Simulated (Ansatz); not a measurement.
# Optical response of KTaO3

What colour and refractive index does KTaO3 have at this level of theory?

Program: Ansatz 0.2.0. Level of theory: DFT, PBE, plane-wave PAW, default files, scalar-relativistic, independent-particle optical response without local fields. Results are calculated unless marked as measured.

### Step 1. The starting structure

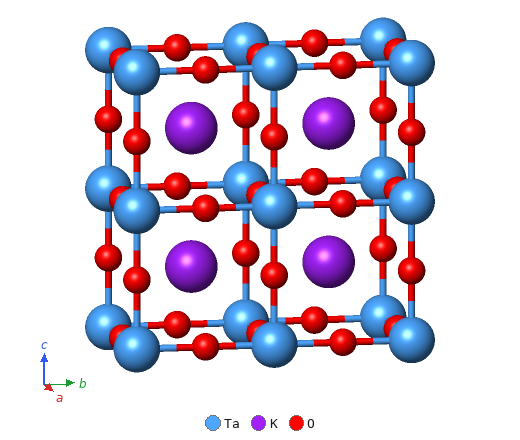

The starting structure, seen slightly off an axis (tantalum blue, potassium purple, oxygen red). 1×2×2 cells are drawn. Some periodic images of atoms are drawn too.

### Step 2. Ground state and bands

The self-consistent density comes first; it also tells whether there is a gap, which decides the occupations and the need for a Drude term.

This step: DFT, PBE, plane-wave PAW, default files, scalar-relativistic, ground state (Ansatz 0.2.0).

input.yaml

```yaml
crystal:
  lattice:
    - [3.9883, 0.0, 0.0]
    - [0.0, 3.9883, 0.0]
    - [0.0, 0.0, 3.9883]
  atoms:
    - { symbol: Ta, position: [0.0, 0.0, 0.0] }
    - { symbol: K, position: [0.5, 0.5, 0.5] }
    - { symbol: O, position: [0.0, 0.0, 0.5] }
    - { symbol: O, position: [0.0, 0.5, 0.0] }
    - { symbol: O, position: [0.5, 0.0, 0.0] }
kpoints:
  mp_grid: { grid: [6, 6, 6] }
  band_path:
    path:
      - [[0.0, 0.0, 0.0], [0.0, 0.5, 0.0], [0.5, 0.5, 0.0], [0.0, 0.0, 0.0], [0.5, 0.5, 0.5], [0.0, 0.5, 0.0]]
      - [[0.5, 0.5, 0.0], [0.5, 0.5, 0.5]]
    npoints: 10
scf:
  occupations: { method: fermi_dirac, width: 0.05 }
  n_extra_bands: 9
hamiltonian:
  xc: pbe
  pseudopotentials: { kind: paw }
output:
  forces: true
  stress: true
  populations: true
  write_bands: true
  write_density: true
  write_potential: true
  elf: true
  volumetric_format: npy
```

Run with:

```console
> ansatz run input.yaml --threads 4 --pin off --max-ram 8192MiB --backend cpu --events-out ev --progress --plain --runs-dir out
```

Numbers of over 12 decimals in the logs are rounded to 6 here.

The log of the run:

```text
scf.n_extra_bands = 9 over 20 filled bands (N_el = 40.0): the run solves 29 bands
Engine: ansatz 0.2.0, x86_64-unknown-linux-gnu
Pseudopotentials: kind: paw
Pseudopotential: Ta, paw, valence charge 13, recommended cutoff 420 eV (normal), Ta.paw.azcp
Pseudopotential: K, paw, valence charge 9, recommended cutoff 420 eV (normal), K.paw.azcp
Pseudopotential: O, paw, valence charge 6, recommended cutoff 420 eV (normal), O.paw.azcp
Functional definition: PBE
  parameter kappa = 0.804
  parameter beta = 0.066725
  exchange = pbe_x(kappa = kappa, mu = beta*pi^2/3)
  correlation = pbe_c(beta = beta)
Crystal: 5 atoms, lattice volume = 63.440 Å³
Basis set: ecut = 420 eV, 1237 PW (Γ), exchange–correlation on 54×54×54 points (8 copies of the dense FFT grid, shifted against one another)
Bands: 29, of which v1, the nominal top of the filled ones, is band 20 counted from 1 (19 counted from 0)
Symmetry: 48 space group operations
Space group: Pm-3m (ITA 221), of the structure as read, at distance tolerance 4.0e-5 Å
k-points: 20 of 216
Non-local potential: Ta, projectors of the file, l = 0: 3, l = 1: 2, l = 2: 2, l = 3: 1
Non-local potential: K, projectors of the file, l = 0: 3, l = 1: 2, l = 2: 2
Non-local potential: O, projectors of the file, l = 0: 2, l = 1: 2, l = 2: 1
PAW form: soft (Blöchl's): semilocal exchange-correlation on the pseudo side does not see the compensation charge
PAW one-centre angular grid: Ta, 590 points (default); XC on 64 Gauss nodes
PAW one-centre angular grid: K, 110 points (default); XC on 64 Gauss nodes
PAW one-centre angular grid: O, 110 points (default); XC on 64 Gauss nodes
Initial density: superposition of atomic densities (neutral atoms: chi_scale 0, normalization atom), corrected by the library's trained network
Initial wavefunctions: pseudopotential atomic-orbital guess
Functional: x = pbe(κ = 0.804, μ = 0.219515), c = pbe(β = 0.066725)
SCF iter   1: F=—  HF=-13178.200376 eV  |F-HF|=—  |Δ(HF+E_count)|=         —  Δρ=9.73e-4  dr2=1.79e-4  ethr=1.77e-3  ⟨swp⟩=5.8  Hψ=2794  notcnv=0  defer=9
preconditioner: auto → Resta (q_TF=auto, 2.526 Å⁻¹)  ε∞=3.9  [insulator: Δε(μ)=2.213 eV  Ē_g=15.053 eV  σ=0.050 eV  W_gap=1.00  n_scr=18 (ndim 8)  ℏωp=25.5 eV  f_vac=0.012  D(μ)=0.00/eV (n_scr^D=0)  ε∞_Penn≈3.9]
SCF iter   2: F=—  HF=-13178.200924 eV  |F-HF|=—  |Δ(HF+E_count)|=   5.48e-4  Δρ=4.83e-4  dr2=3.22e-5  ethr=4.47e-7  ⟨swp⟩=2.0  Hψ=1140  notcnv=0  defer=25
SCF iter   3: F=—  HF=-13178.199981 eV  |F-HF|=—  |Δ(HF+E_count)|=   9.42e-4  Δρ=2.34e-4  dr2=8.90e-6  ethr=8.04e-8  ⟨swp⟩=2.0  Hψ=893  notcnv=0  defer=25
SCF iter   4: F=—  HF=-13178.200022 eV  |F-HF|=—  |Δ(HF+E_count)|=   4.10e-5  Δρ=3.07e-5  dr2=4.67e-7  ethr=2.23e-8  ⟨swp⟩=2.0  Hψ=875  notcnv=0  defer=25
iter 5 did not close the SCF: its close was put off for the readings that it lacked (scf_convergence_deferred on its scf_iter line)
SCF iter   5: F=-13178.200023 eV  HF=-13178.200023 eV  |F-HF|=2.13e-8  |Δ(HF+E_count)|=   1.72e-7  Δρ=6.72e-6  dr2=2.32e-8  ethr=1.17e-9  ⟨swp⟩=2.0  Hψ=704  notcnv=0  defer=25
SCF iter   6: F=-13178.200023 eV  HF=-13178.200023 eV  |F-HF|=2.31e-10  |Δ(HF+E_count)|=   2.65e-8  Δρ=1.17e-6  dr2=1.10e-9  ethr=5.79e-11  ⟨swp⟩=9.7  Hψ=3697  notcnv=0
SCF 1 converged in 6 iterations: F = -13178.200023 eV  dr2 = 1.10e-9
  greatest PAW one-centre occupation: 0.999 electrons in one spin orbital (limit 2), on the Ta atom at site 0 (counted from 0), in its partial waves of l = 0
NSCF: frozen V_eff on 62 k-points
SCF converged after 6 iterations
Free energy (F): -13178.200023 eV
Harris-Foulkes:  -13178.200023 eV  (|F-HF|=2.31e-10)
Internal energy: -13178.200023 eV  (E = F + TS)
E sigma→0 (E₀):  -13178.200023 eV
Fermi energy:    9.918133 eV
--- Per-component energies (eV) ---
  E_band       = -251.878733
  E_kinetic    = 1146.680850
  E_local      = -2222.882001  (includes V_loc(G=0)·N_el)
  E_nonlocal   = 170.583130
  E_hartree    = 778.071091
  E_xc         = -576.217182
  E_vxc        = -653.017995  (∫ρ·V_xc dr)
  E_paw        = -9653.105955  (= ΣΔE_a)
  E_vpaw       = -249.392921  (= ΣTr[D̂ρ^β])
  E_aug_tail   = 0.007427  (compensation charges beyond the density's cutoff)
  E_ewald      = -2821.337382
  E_smearing   = -0.000000  (= −TS)
  E_closure    = -0.000000  (closes the sum)
  Σ components = -13178.200023   (vs F -13178.200023, Δ=0.00e0)
--- Forces (eV/Å), atoms counted from 1 ---
  atom   1  Ta    -0.00000000     0.00000000     0.00000000
  atom   2  K      0.00000000     0.00000000    -0.00000000
  atom   3  O      0.00000000     0.00000000    -0.00000000
  atom   4  O      0.00000000     0.00000000     0.00000000
  atom   5  O      0.00000000    -0.00000000     0.00000000
  max |Σ_I F_I| component: 3.19e-29 eV/Å
--- Stress (GPa, compression-positive) ---
        5.407044       0.000000       0.000000
       -0.000000       5.407044       0.000000
        0.000000       0.000000       5.407044
  P = ⅓ Tr σ = 5.4070 GPa (54.070 kbar)
--- Band table (eV; the first three rows and the last of 20) ---
  k-point 0: bands = [... 16 lower, 7.7385, 8.1786, 8.1786, 8.1786, 11.0111, 11.0111, 11.0111, 15.4256, ... 5 higher]
  k-point 1: bands = [... 16 lower, 7.5084, 7.6175, 8.0666, 8.0666, 11.0493, 11.8004, 11.8004, 15.6211, ... 5 higher]
  k-point 2: bands = [... 16 lower, 6.8754, 7.3920, 7.9846, 7.9846, 11.1282, 13.1644, 13.1644, 15.6399, ... 5 higher]
  k-point 19: bands = [... 16 lower, 4.8997, 8.7894, 8.7894, 8.7894, 15.3003, 15.3003, 15.3003, 17.7023, ... 5 higher]
--- Löwdin populations: 5 sites ---
  site symbol       q [e]
     0     Ta     11.3334
     1      K      8.2037
     2      O      6.7566
     3      O      6.7566
     4      O      6.7566
  spilling = 0.004827 (of n_electrons = 40.000000)
```

The job ended after 1 s (4 threads of Intel Xeon Platinum 8488C (Sapphire Rapids), shared host; peak memory 0.43 GiB; 3.4 s of CPU time).

This step gave:

```
free energy                  : -13178.2000 eV
Fermi energy                 : 9.918 eV
gap by band count            : 2.222 eV
electrons                    : 40
symmetry operations          : 48
pressure                     : 5.407 GPa
gap on the k-mesh            : 2.222 eV
volume                       : 63.44 Å³
gap on the path              : 2.222 eV
least direct gap on the path : 2.833 eV
```

There is a gap, 2.22 eV on the path, so no carriers' term is needed. The cell is left with a pressure of 5.4 GPa, as it stands unrelaxed at this level.

Electronic bands along the path, in eV, zero at the Fermi level; v1 is the highest filled band, c1 the lowest empty one:

```tsv
point	v4	v3	v2	v1	c1	c2	c3	c4
Γ	-2.18	-1.74	-1.74	-1.74	1.09	1.09	1.09	5.51
X	-3.25	-2.63	-1.96	-1.96	1.25	3.92	3.92	5.73
M	-2.76	-2.55	-2.55	-1.17	3.96	3.96	5.25	6.59
Γ	-2.18	-1.74	-1.74	-1.74	1.09	1.09	1.09	5.51
R	-5.02	-1.13	-1.13	-1.13	5.38	5.38	5.38	7.78
X	-3.25	-2.63	-1.96	-1.96	1.25	3.92	3.92	5.73
jump to M	-2.76	-2.55	-2.55	-1.17	3.96	3.96	5.25	6.59
R	-5.02	-1.13	-1.13	-1.13	5.38	5.38	5.38	7.78
```

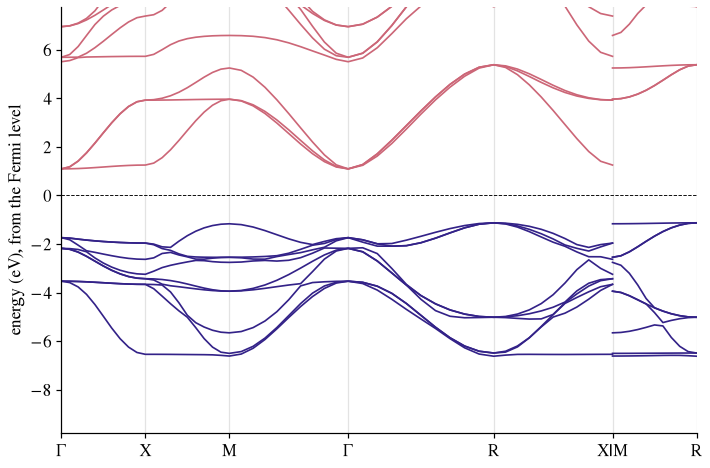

Electronic bands along the path; lines of filled and empty bands in two colours.

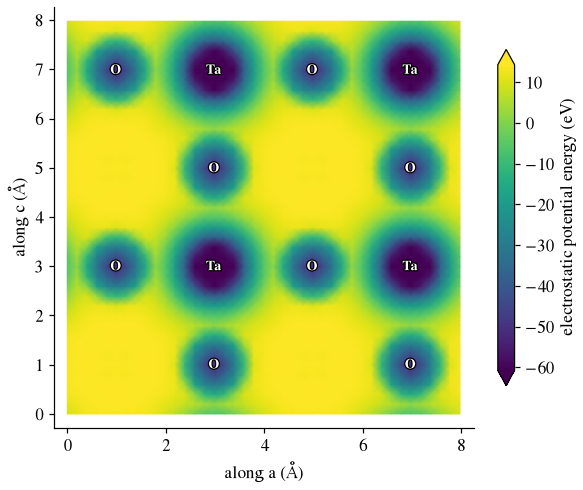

Electrostatic potential energy in the ac plane at fractional y = 0.000, with atoms of Ta and O within 0.2 Å of it. With pseudopotentials it is smooth inside the atoms' cores, unlike the true potential. The map starts off the cell's origin, so that atoms lie inside it.

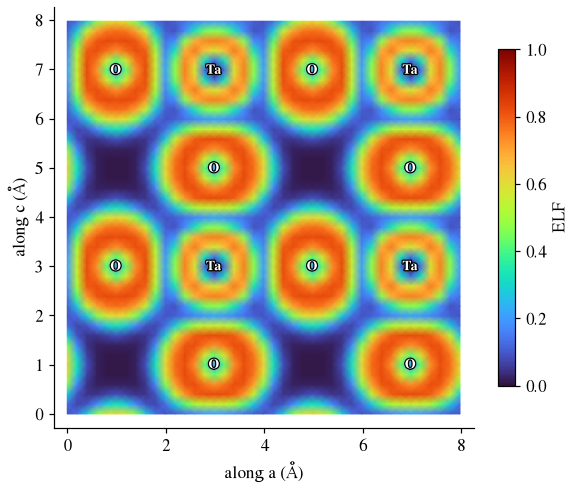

ELF in the ac plane at fractional y = 0.000, with atoms of Ta and O within 0.2 Å of it. It is the smooth field of the valence electrons, not physical close to the nuclei. The map starts off the cell's origin, so that atoms lie inside it.

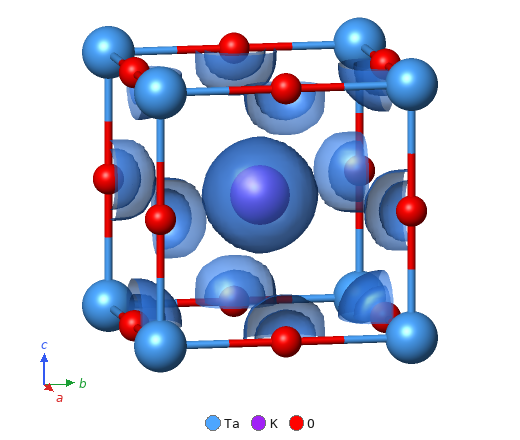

Surface of ELF = 0.8.

### Step 3. Spectrum

The spectrum is a sum over vertical transitions between filled and empty bands at the fixed density, so many empty bands are needed.

This step: DFT, PBE, plane-wave PAW, default files, scalar-relativistic, independent-particle optical response without local fields (Ansatz 0.2.0).

input.yaml, the sections that differ from step 2:

```yaml
kpoints:
  mp_grid: { grid: [6, 6, 6] }
scf:
  occupations: { method: fixed }
output:
  optics:
    e_range: [0, 20]
    de: 0.05
    sigma: 0.1
    nscf_kmesh: { grid: [6, 6, 6] }
    bands: { spectra_wanted_up_to: 20 }
# crystal, hamiltonian: as in step 2
```

The log of the run:

```text
[...]
Crystal: 5 atoms, lattice volume = 63.440 Å³
Basis set: ecut = 420 eV, 1237 PW (Γ)
Bands: 25, of which v1, the nominal top of the filled ones, is band 20 counted from 1 (19 counted from 0)
Symmetry: 48 space group operations
[...]
k-points: 20 of 216
[...]
SCF iter   1: F=—  HF=-13178.200495 eV  |F-HF|=—  |Δ(HF+E_count)|=         —  Δρ=9.70e-4  dr2=1.88e-4  ethr=1.77e-3  ⟨swp⟩=4.5  Hψ=2117  notcnv=0  defer=47
[...]
SCF iter   8: F=-13178.201155 eV  HF=-13178.201155 eV  |F-HF|=0.00e0  |Δ(HF+E_count)|=  2.73e-11  Δρ=3.47e-8  dr2=4.49e-13  ethr=1.00e-12  ⟨swp⟩=8.1  Hψ=1658  notcnv=0
SCF 1 converged in 8 iterations: F = -13178.201155 eV  dr2 = 4.49e-13
[...]
NSCF: frozen V_eff on 20 k-points
output.optics: what the bands over the 54 summed would add to eps1, eps2 and the energy-loss function is held between a lower and an upper bound (6 Lanczos steps). eps1, eps2 and their loss function (loss_summed_bands) are given on every row as the summed bands alone make them. Along an axis, on a row where the two bounds hold the loss function to about 1 % of the greater of itself and 0.5 % of |1/eps|, its cell (loss_completed) is given, with the completed eps1 and eps2 that it is formed of (a cell that is left empty reads nan in the table and null in the record). The two bounds hold it so along every axis on all 401 rows up to 20.000 eV. [rest of the remark cut]
SCF converged after 8 iterations
Free energy (F): -13178.201155 eV
[...]
Internal energy: -13178.201155 eV  (E = F + TS)
E sigma→0 (E₀):  -13178.201155 eV
Fermi energy:    8.789519 eV
[...]
--- Band table (eV; the first three rows and the last of 20) ---
  k-point 0: bands = [... 16 lower, 7.7386, 8.1787, 8.1787, 8.1787, 11.0108, 11.0108, 11.0108, 15.4256, ... 1 higher]
  k-point 1: bands = [... 16 lower, 7.5085, 7.6176, 8.0667, 8.0667, 11.0489, 11.8001, 11.8001, 15.6215, ... 1 higher]
  k-point 2: bands = [... 16 lower, 6.8755, 7.3921, 7.9847, 7.9847, 11.1279, 13.1641, 13.1641, 15.6403, ... 1 higher]
  k-point 19: bands = [... 16 lower, 4.8997, 8.7895, 8.7895, 8.7895, 15.3000, 15.3000, 15.3000, 17.7023, ... 1 higher]
```

Wall time 6.5 s (4 threads); peak memory 0.78 GiB.

This step gave:

* electronic dielectric constant ε∞, mean over x, y and z (by symmetry where fewer were run): 5.461
* absorption onset, first axis (α over 10⁴ cm⁻¹, or the direct gap if that lies higher): 2.832 eV
* main peak of Im epsilon, first axis: 6.103 eV
* centre of weight of the strongest loss peak in the window: 6.725 eV
* photocurrent from vertical transitions in a film 500 nm thick on a perfect mirror (two passes), AM1.5G, no front reflection, all carriers collected: 2.773 mA/cm²
* least direct gap on the mesh: 2.832 eV
* bands summed: 54
* spectra valid up to: 30.19 eV
* program's estimate of the k-sum error in Im epsilon: 0.2 %
* electrons in the f-sum: 28.16

Table of Im ε, any direction by photon energy; read off at these points:

```tsv
photon energy (eV)	Im ε, any direction
2.0	0
3.0	1.19
4.0	4.86
5.0	5.47
6.0	6.57
7.0	0.254
8.0	2.33
9.0	3.70
9.4	5.83
10.0	5.13
11.0	2.59
12.0	2.15
13.0	2.18
13.3	2.57
14.0	1.82
15.0	1.13
16.0	1.13
16.6	1.72
17.0	1.32
18.0	1.16
19.0	1.13
20.0	2.17
```

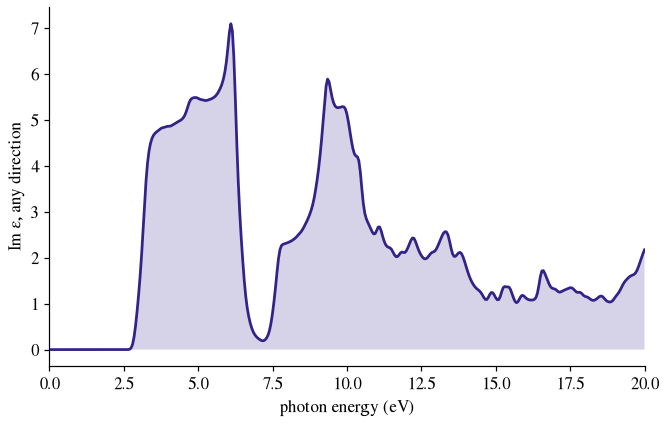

Im ε, any direction against photon energy.

Table of Re ε, any direction by photon energy:

```tsv
photon energy (eV)	Re ε, any direction
0	5.46
1	5.61
2	6.22
3	9.24
4	6.02
5	4.08
6	1.92
7	1.56
8	3.63
9	4.52
10	0.660
11	0.492
12	1.01
13	1.05
14	0.114
15	0.782
16	1.08
17	1.08
18	1.19
19	1.85
20	2.26
```

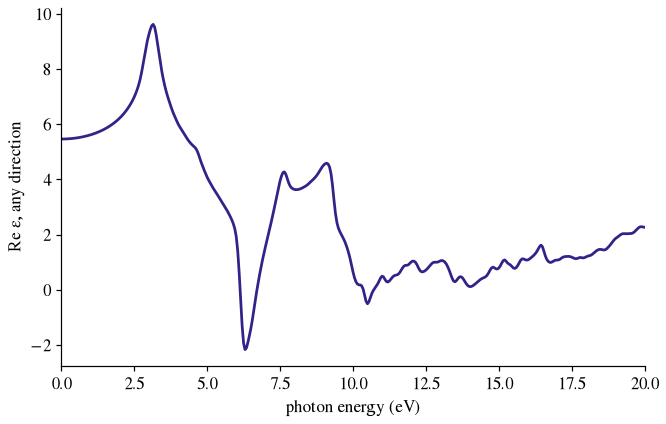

Re ε, any direction against photon energy.

Refractive index n and extinction k against photon energy:

```tsv
photon energy (eV)	n	k
0	2.34	0
1	2.37	0
2	2.49	0
3	3.05	0.195
4	2.62	0.927
5	2.34	1.17
6	2.09	1.57
7	1.25	0.101
8	1.99	0.583
9	2.28	0.814
10	1.71	1.50
11	1.25	1.04
12	1.30	0.827
13	1.32	0.829
14	0.984	0.924
15	1.04	0.543
16	1.15	0.492
17	1.18	0.558
18	1.20	0.485
19	1.42	0.398
20	1.64	0.661
```

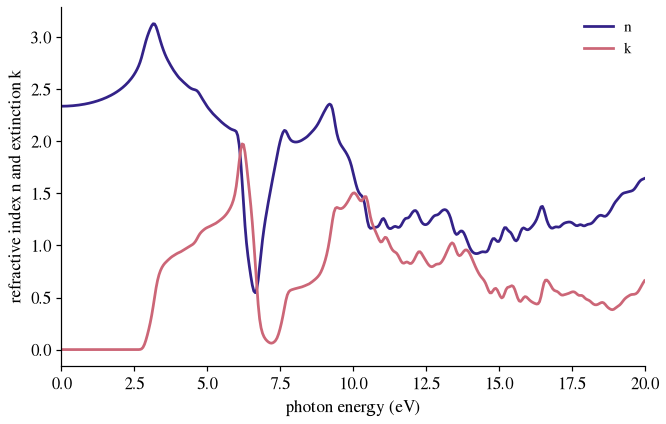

Refractive index n and extinction k against photon energy.

The reflectivity at normal incidence, any direction has structure finer than the step of the table below, so its rows give means over 1 eV, whole bins alone (the curve runs from 0 to 20 eV). Peaks (eV: height): 6.3: 43.5, 10.4: 30.0, 13.4: 18.5.

The reflectivity at normal incidence, any direction by photon energy; means over each step:

```tsv
photon energy (eV)	reflectivity at normal incidence, any direction (%)
1	16.6
2	18.4
3	24.9
4	25.2
5	25.2
6	33.2
7	11.2
8	14.4
9	20.9
10	27.8
11	20.5
12	14.2
13	14.4
14	15.4
15	7.36
16	5.59
17	7.26
18	5.60
19	6.00
```

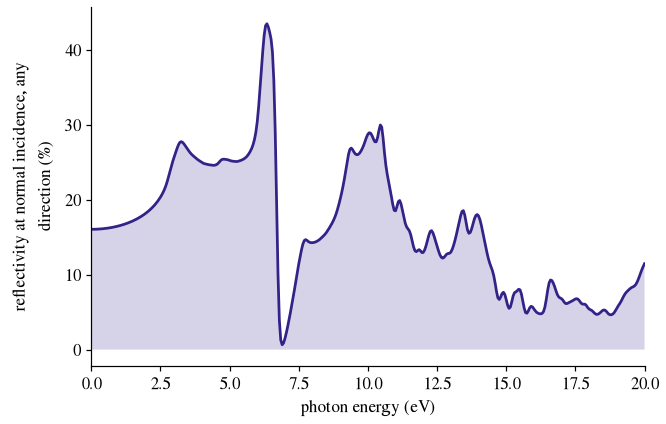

Reflectivity at normal incidence, any direction against photon energy.

Values under 1 per cm are given as 1. The absorption coefficient, any direction by photon energy:

```tsv
photon energy (eV)	absorption coefficient, any direction (1/cm)
0.00	1
1.00	1
2.00	1
3.00	59375
4.00	3.8e5
5.00	5.9e5
6.00	9.5e5
7.00	71803
8.00	4.7e5
9.00	7.4e5
10.00	1.5e6
11.00	1.2e6
12.00	1.0e6
13.00	1.1e6
14.00	1.3e6
15.00	8.3e5
16.00	8.0e5
17.00	9.6e5
18.00	8.8e5
19.00	7.7e5
20.00	1.3e6
```

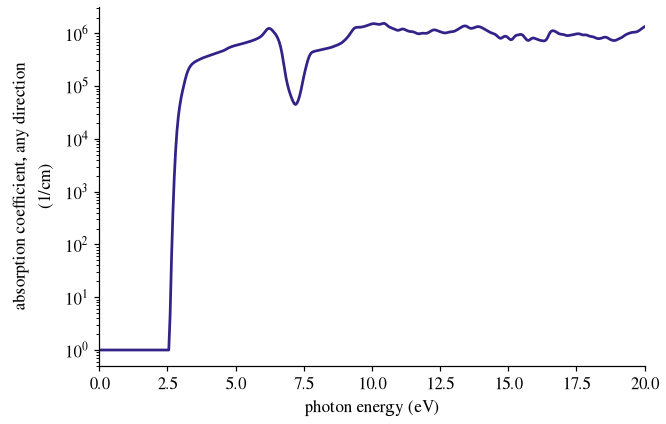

Absorption coefficient, any direction against photon energy.

At chosen wavelengths:

```tsv
wavelength (nm)	n	k	R (%)	1/α
1550	2.36	0.000	16.3	over 1 mm
1064	2.38	0.000	16.7	over 1 mm
800	2.42	0.000	17.3	over 1 mm
532	2.58	0.000	19.5	over 1 mm
405	3.09	0.274	26.4	117 nm
365	2.96	0.756	27.2	38 nm
248	2.34	1.171	25.3	17 nm
```

Rows near the edge hang on the gap, which this functional as a rule makes too small, and phonon-assisted absorption is left out.

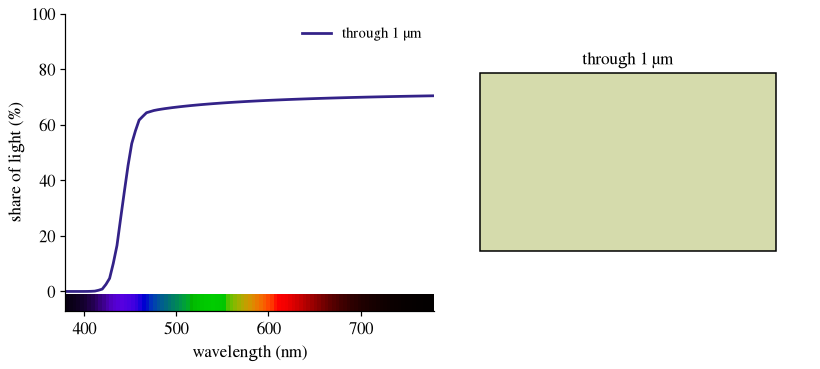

Light through 1 µm across the visible range, with the colour that it makes of daylight (sRGB).

A film 1 µm thick would pass 68 % of daylight and look yellow-green in transmission (x = 0.341, y = 0.383). A larger true gap would move the edge to shorter wavelengths and change the colour.

The f-sum over the summed bands holds 28.2 of the cell's 40 electrons outside the frozen cores, 16 of which lie in bands more than 12 eV below the Fermi level, whose transitions come at higher energies. Up to 20 eV the strength has a mean oscillator energy of 8.3 eV, well above the main peak, so higher transitions carry much of it.

(Continued in part 2 of 2.)

[Logs are printed without paths, hosts, clocks, repeated set-up lines and the standing remarks that a program may print on its own settings, such as how far it seeks lower states.]

[Hosts, paths, dates, database ids (printed as entryN), source tags and the programs' standing remarks are cut or masked in the printed files.]
